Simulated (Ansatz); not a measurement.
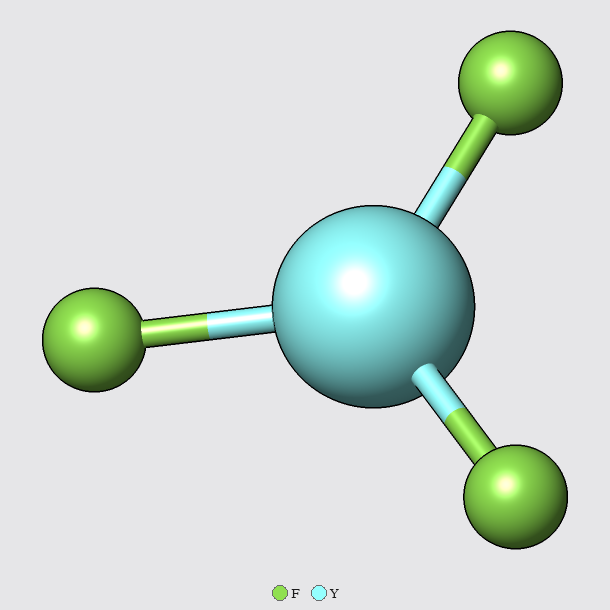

Rendered structure (ball-and-stick style).

Charge 0, singlet.

Description:

The molecule is YF3. SMILES: `[F][Y]([F])[F]`. The point group is D3h. All atoms lie on one plane. Coordination: 1 Y trigonal planar.

The parts below concern this one geometry. Atoms keep their numbers from picture to picture. The geometry was computed by an optimisation with PBE0-D4/def2-TZVP.

### Geometry

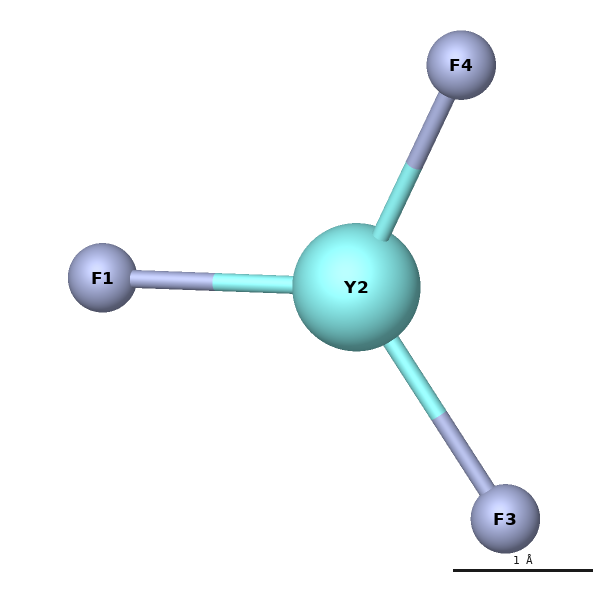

Numbered structure.

Give the bond lengths.

```tsv
bond	length (Å)
F1–Y2	1.997
Y2–F3	1.997
Y2–F4	1.997
```

### Vibrations

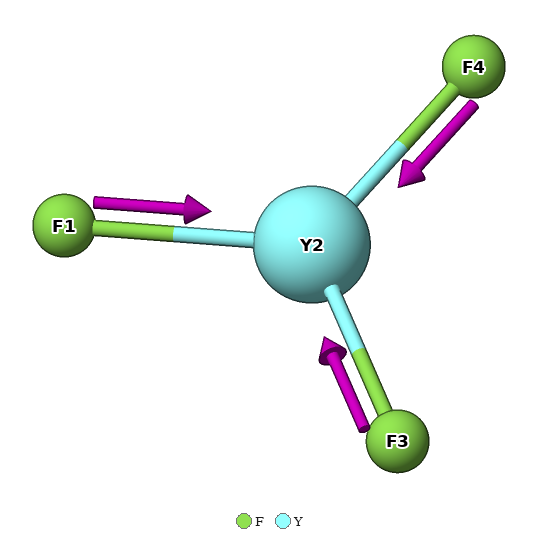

The arrows show one normal mode. Harmonic vibrations computed with RKS PBE0-D4/def2-TZVP, core potentials on Y (Ansatz 0.2.0) at a stationary point of the same level.

Question: Describe the motion.

Answer: Mostly in-phase stretching of 3 Y–F bonds.

Question: At what wavenumber does it lie?

Answer: 572 cm⁻¹; it is mode 4 of 6 counted from the lowest.

### Levels of theory compared

Program: Ansatz 0.2.0.

At this fixed geometry, give HOMO energy (eV), vertical IP (eV) at these levels: B3LYP-D4/def2-TZVPP; PBE-D4/def2-TZVPP; PBE0-D4/def2-TZVPP; r2SCAN-D4/def2-TZVPP; ωB97M-V/def2-TZVPP; ωB97X-V/def2-TZVPP.

```tsv
level	HOMO energy (eV)	vertical IP (eV)
B3LYP-D4/def2-TZVPP	−10.28	12.85
PBE-D4/def2-TZVPP	−8.60	12.08
PBE0-D4/def2-TZVPP	−10.55	12.87
r2SCAN-D4/def2-TZVPP	−9.01	12.33
ωB97M-V/def2-TZVPP	−13.08	13.47
ωB97X-V/def2-TZVPP	−13.09	13.48
```

### Charges

The questions are on Mulliken charges. Level of theory: RKS PBE0-D4/def2-TZVP, core potentials on Y (Ansatz 0.2.0).

Give the Mulliken charges atom by atom.

| atom | value (e) |
| --- | --- |
| F1 | −0.52 |
| Y2 | 1.57 |
| F3 | −0.52 |
| F4 | −0.52 |

Mulliken values depend strongly on the basis set and can even reverse the polarity of a bond.
